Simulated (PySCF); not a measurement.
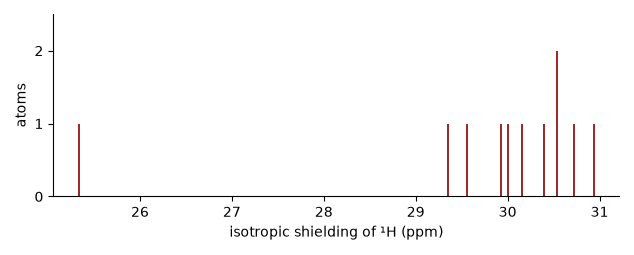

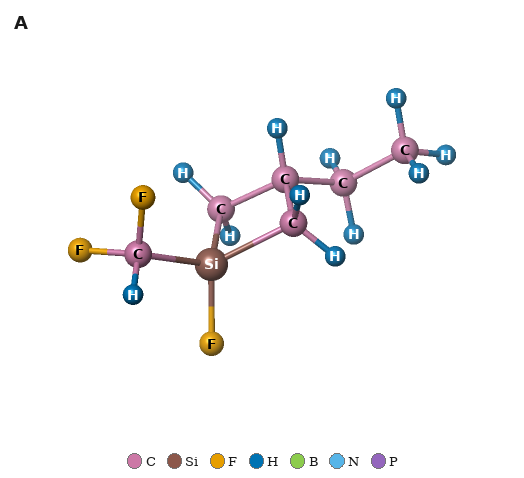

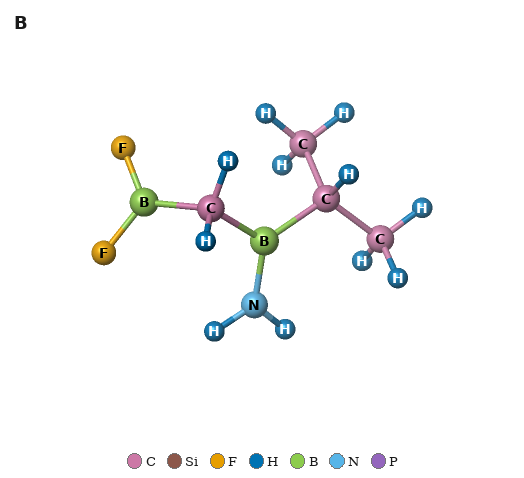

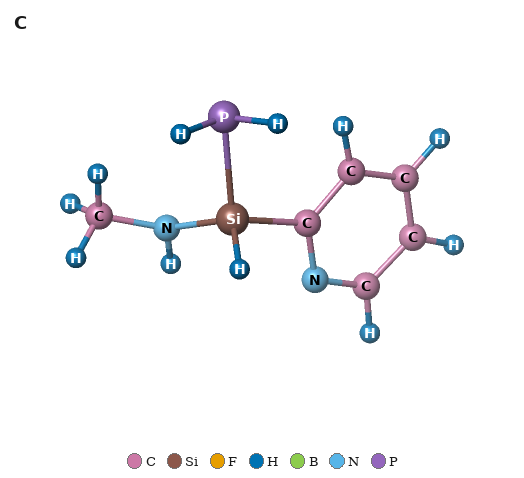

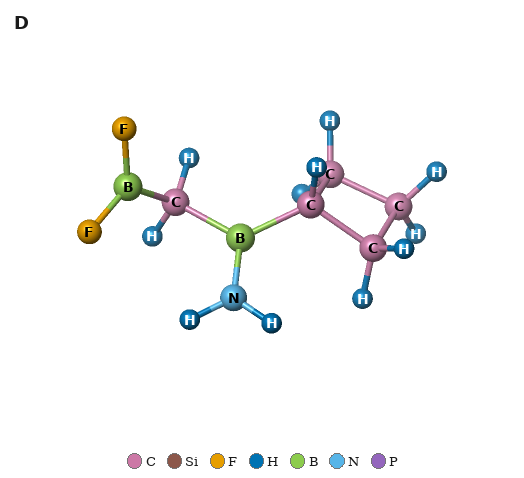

The sticks are computed shieldings of one of the molecules, for one fixed geometry (GFN2-xTB) without averaging over rotations. Low shielding means a high chemical shift. Method: GIAO PBE0/pcSseg-1 NMR shielding, non-relativistic, gas phase (PySCF 2.14.0).

**Which molecule gives this pattern?**

A, `CC[C@H]1C[Si@](F)(C(F)F)C1`. Its 11 H atoms give lines at 25.34, 29.35, 29.56, 29.93, 30.00, 30.16, 30.39, 30.54 (2 atoms), 30.72, 30.94 ppm.

The geometry is semi-empirical. Around B, P, Si such bond lengths and angles can be off by a tenth of an ångström or more and by several degrees, and values that hang on the shape move with them.
